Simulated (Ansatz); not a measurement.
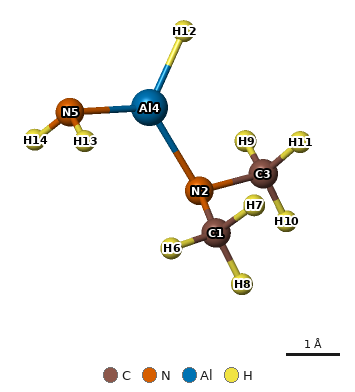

This is the input geometry for a relaxation of C₂H₉AlN₂ (coarse preliminary run). A ball-and-stick model, seen at a tilt.

The start comes from a force field.

Method: RKS PBE-D4/def2-SVP (Ansatz 0.2.0).

The input:
```yaml
crystal:
  periodic: [false, false, false]
  atoms:
    - {symbol: C, position_ang: [-0.096400, 0.958000, -1.025400]}
    - {symbol: N, position_ang: [0.046700, -0.382200, -0.586500]}
    - {symbol: C, position_ang: [-1.156500, -1.189500, -0.938500]}
    - {symbol: Al, position_ang: [0.429700, -0.406500, 1.321300]}
    - {symbol: N, position_ang: [1.827600, 0.538100, 2.056900]}
    - {symbol: H, position_ang: [0.759400, 1.624400, -0.814100]}
    - {symbol: H, position_ang: [-1.001500, 1.472000, -0.542600]}
    - {symbol: H, position_ang: [-0.250700, 1.045000, -2.145600]}
    - {symbol: H, position_ang: [-0.958500, -2.227800, -0.568200]}
    - {symbol: H, position_ang: [-1.275800, -1.196900, -2.001700]}
    - {symbol: H, position_ang: [-2.053500, -0.799900, -0.412500]}
    - {symbol: H, position_ang: [-0.605600, -1.238200, 2.290800]}
    - {symbol: H, position_ang: [1.659900, 1.570000, 1.774500]}
    - {symbol: H, position_ang: [2.662300, 0.204300, 1.620300]}
basis:
  gaussian: {orbitals: def2-SVP}
hamiltonian: {xc: pbe, dispersion: d4}
relax: {f_tol: 0.03, max_steps: 200}
```

Launched with:
```bash
ansatz run in.yaml --threads 4 --pin off --events-out ev --progress --plain --max-ram 10444MiB
```

What does the optimiser find from here?

Answer. H12 moves most after the best rigid fit: 1.26 Å. Largest moves by element: H 1.26 Å, N 0.53 Å, Al 0.27 Å, C 0.24 Å. Some distances before and after: N2–Al4 1.946 → 1.804 Å, N5–H13 1.083 → 1.022 Å, Al4–N5 1.841 → 1.788 Å, Al4–H12 1.644 → 1.593 Å. Among the angles between lasting bonds that change: Al4–N5–H13 105.5° → 127.5°, Al4–N5–H14 106.8° → 122.9°, C1–N2–Al4 109.6° → 124.7°. After 14 geometry steps the energy has fallen by 115.3 kJ/mol. The largest force component goes from 2.2 to 0.028 eV/Å. The forces were under the threshold at step 11, but the run went on from there.

The structure at the end:

```xyz
14

C    -0.2068    1.0439   -1.0603
N    -0.3393   -0.1758   -0.2917
C    -1.3389   -1.0785   -0.8279
Al    0.6082   -0.5619    1.1935
N     1.8222    0.5966    1.8102
H     0.5754    1.7064   -0.6333
H    -1.1578    1.6329   -1.0905
H     0.0769    0.8429   -2.1238
H    -1.4060   -2.0026   -0.2169
H    -1.1083   -1.3889   -1.8778
H    -2.3588   -0.6187   -0.8495
H     0.3651   -1.9509    1.9344
H     2.0646    1.5102    1.4214
H     2.3906    0.4151    2.6410
```

The end point in the same view:

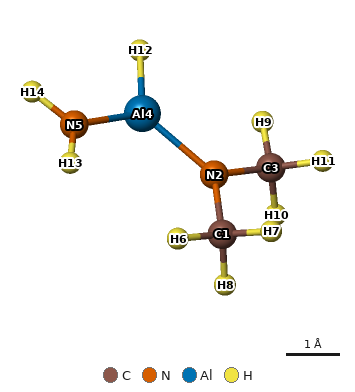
